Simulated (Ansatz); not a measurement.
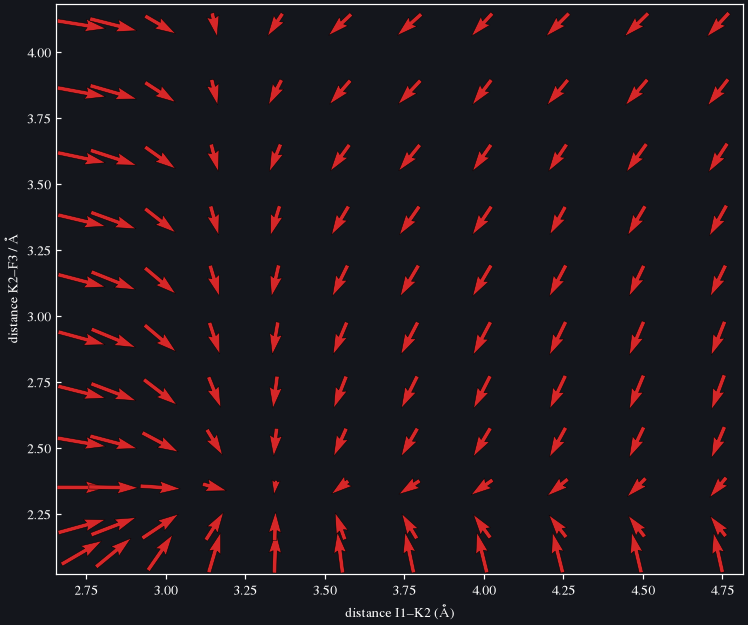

The system I⁻ + KF. First axis: distance I1–K2. Second axis: distance K2–F3. Nothing is relaxed (the angle I1–K2–F3 is fixed at 160 degrees). Grid: 11 × 11 points. Method: RKS CAM-B3LYP-D4/def2-TZVPD in Ansatz.

In the figure: arrows along the force (downhill), their lengths compressed.

### The arrows alone are given. Where is the energy lowest?

The arrows converge at about distance I1–K2 = 3.336 Å, distance K2–F3 = 2.314 Å (read from the interpolated surface).

The energy map of the same scan:

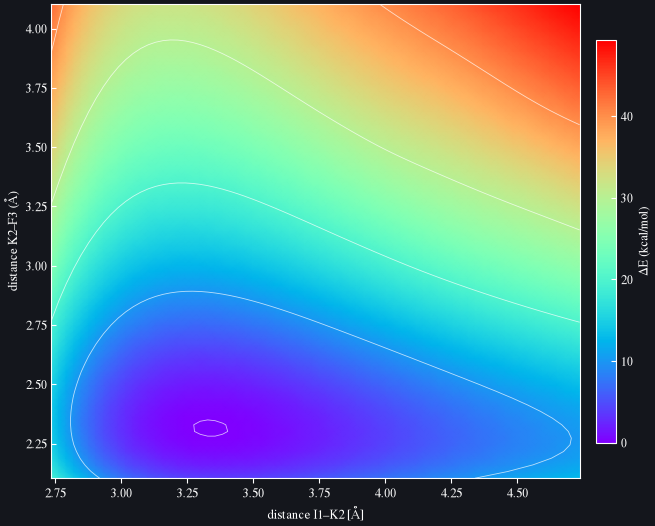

Energies are in kcal/mol, from the lowest grid point; between grid points the surface is interpolated.
